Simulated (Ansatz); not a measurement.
# AlClGaH4N: what the fields show

Input file:

```
crystal:
  periodic: [false, false, false]
  atoms:
    - symbol: Al
      position_ang: [-1.093300, -0.864205, 1.524187]
    - symbol: Cl
      position_ang: [-2.860367, -1.213699, 0.412457]
    - symbol: Ga
      position_ang: [1.060353, -0.417181, 2.969104]
    - symbol: "N"
      position_ang: [0.636773, -1.097224, 0.806046]
    - symbol: H
      position_ang: [0.993770, -0.460535, 0.092630]
    - symbol: H
      position_ang: [0.987694, -2.030481, 0.587641]
    - symbol: H
      position_ang: [-0.750647, -1.712629, 2.899023]
    - symbol: H
      position_ang: [-0.745492, 0.618661, 2.160708]
basis:
  gaussian:
    orbitals: def2-TZVPD
hamiltonian:
  xc: {name: PBE0}
output: {forces: true, orbitals: {seedname: orbitals}}
```

Command:

```sh
ansatz run input.yaml --threads 2 --pin off --max-ram 4350MiB --events-out events.jsonl --progress --plain --runs-dir runs
```

Geometry: B3LYP-D3(BJ)/def2-SVP.

Level of theory: Ansatz, isolated molecule in a Gaussian basis; Kohn-Sham density functional theory, functional PBE0.

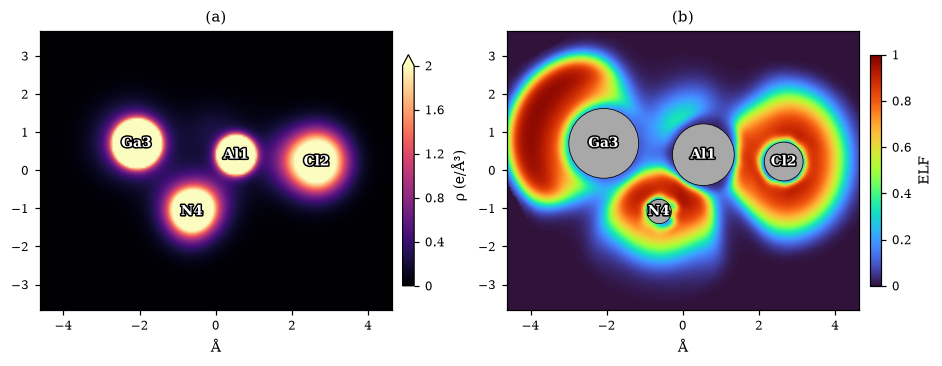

Figure 1. (a) total electron density; (b) electron localisation function on the plane of atoms Al1, N4 and Ga3. Grey discs cover the atomic cores in the ELF map.

> Read the bonding off the picture.

Atoms in the plane: Al, Cl, Ga and N.
Al–N (1.89 Å): ρ at the midpoint is about 0.69 e/Å³; the ELF peaks at about 0.90 in the valence shell of N, 0.7 Å from its nucleus, and is about 0.70 at the midpoint.
Al–Cl (2.12 Å): the density is about 0.71 e/Å³ at the midpoint; the ELF peaks at about 0.85 in the valence shell of Cl, 0.9 Å from its nucleus, and is about 0.80 at the midpoint.
Ga–N (2.31 Å): ρ is about 0.37 e/Å³ halfway; the ELF peaks at about 0.90 in the valence shell of N, 0.6 Å from its nucleus, and is about 0.35 at the midpoint.
Al–Ga (2.63 Å): the density is about 0.2 e/Å³ at the midpoint; the ELF is about 0.15 at the midpoint.
The ELF also peaks beside Cl2, away from the bonds: lone-pair regions.

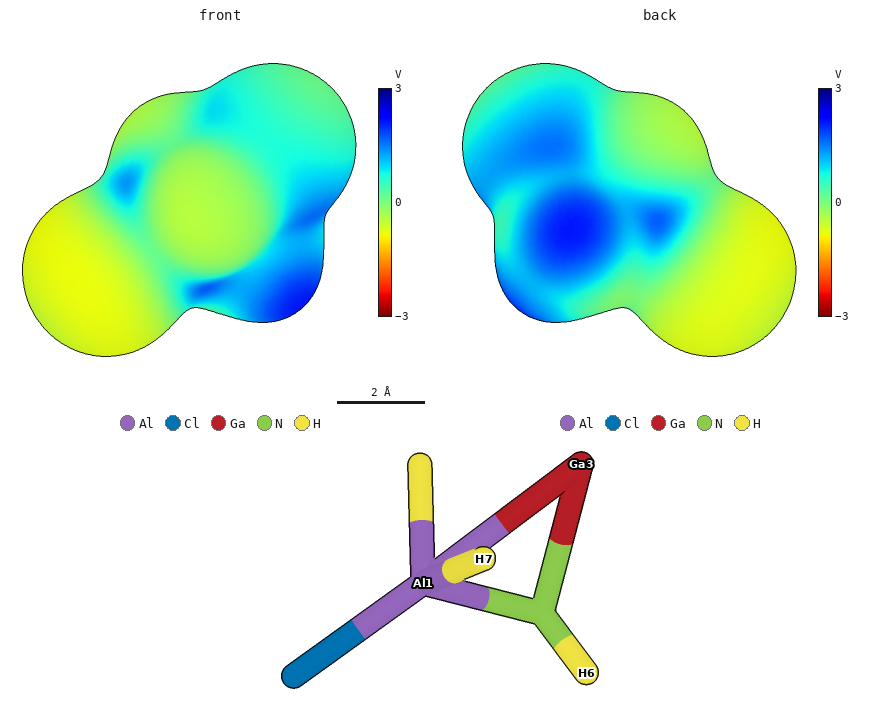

Figure 2. The electrostatic potential painted on the density surface at 0.002 e/bohr³, seen from the front and from behind; red is negative and blue positive. The bare structure is drawn below in the same view.

> Describe the electrostatic potential map.

The most negative region (about −0.8 V) lies over Cl2, the most positive (about +2.1 V) over H5 and H6.

> What dipole moment does the calculation give?

Its dipole moment is 3.69 D.

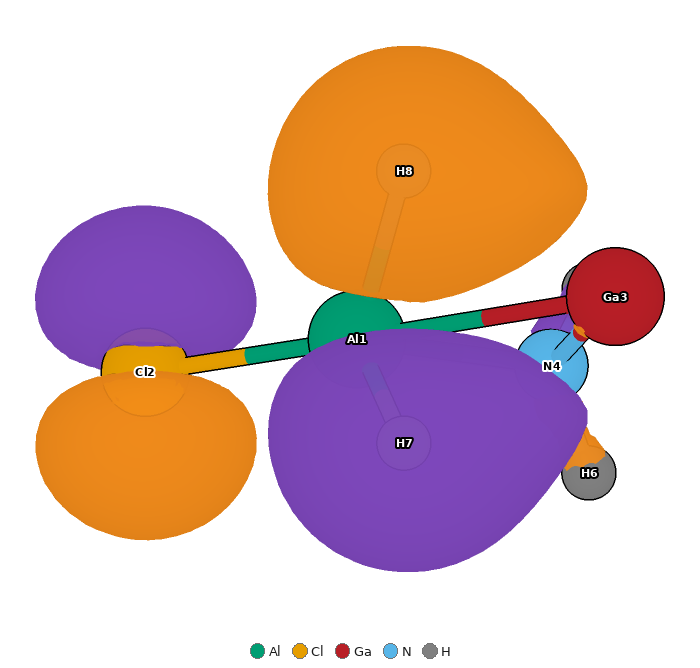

Figure 3. The HOMO−1 at ±0.1 Å⁻³ᐟ² (orange and purple are the two phases), seen from one side.

> Where does this orbital lie, and at what energy?

Its weight (Hirshfeld) is mainly on Cl2 (about 25 %), H8 (about 20 %), H7 (about 20 %), Al1 (about 20 %) and Ga3 (about 10 %). Its energy is −8.23 eV.
